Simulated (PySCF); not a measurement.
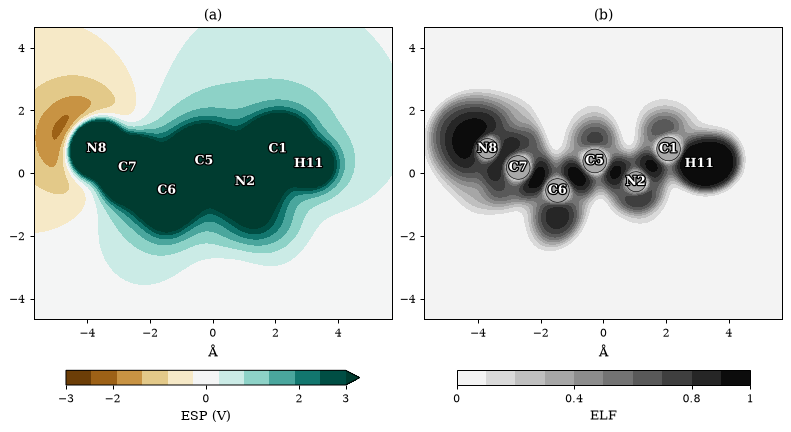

C₅H₁₃AlN₂. (a) electrostatic potential; (b) electron localisation function on the plane of atoms N2, C1 and H11. Grey discs cover the atomic cores in the ELF map.

Geometry: PBE0-D3(BJ)/def2-SVP.

All numbers below come from PBE0/def2-SVPD, SCF density, gas phase in PySCF.

```tsv
atom	x (Å)	y (Å)	z (Å)
C	-1.0211	1.0567	-1.2672
N	-0.4821	0.0689	-0.3180
C	-0.6159	-1.2813	-0.8830
Al	-1.6669	0.1873	1.4027
C	0.9254	0.4163	-0.0442
C	1.5756	-0.4039	1.0681
C	2.9767	-0.0365	1.2170
N	4.0895	0.2661	1.3089
H	-0.9999	2.0544	-0.8076
H	-0.4231	1.0713	-2.1952
H	-2.0619	0.8036	-1.5045
H	-0.0545	-1.3694	-1.8296
H	-1.6786	-1.4839	-1.0729
H	-0.2550	-2.0317	-0.1691
H	-1.1348	1.5958	1.9712
H	-3.1160	0.1425	0.7138
H	-1.1973	-1.1328	2.1919
H	1.5096	0.3125	-0.9774
H	0.9476	1.4772	0.2437
H	1.5263	-1.4845	0.8641
H	1.0572	-0.2413	2.0265
```

**What do the fields say about this system?**

- The section cuts through C, N and H sites.
- C–N (1.16 Å): the ELF peaks at about 0.85 between the atoms; a multiple bond.
- C–C (1.46 Å): the ELF peaks at about 0.95 between the atoms (a covalent bond).
- C–H (1.10 Å): the ELF climbs to about 1 towards the hydrogen, as it does in any bond to H; a covalent bond by its length.
- C–C (1.53 Å): the ELF peaks at about 0.95 between the atoms (localised, covalent bonding).
- The ELF also peaks beside N8, away from the bonds: lone-pair regions.
- Outside the dense part of the molecule the potential is most negative (−2.0 V) near N8.
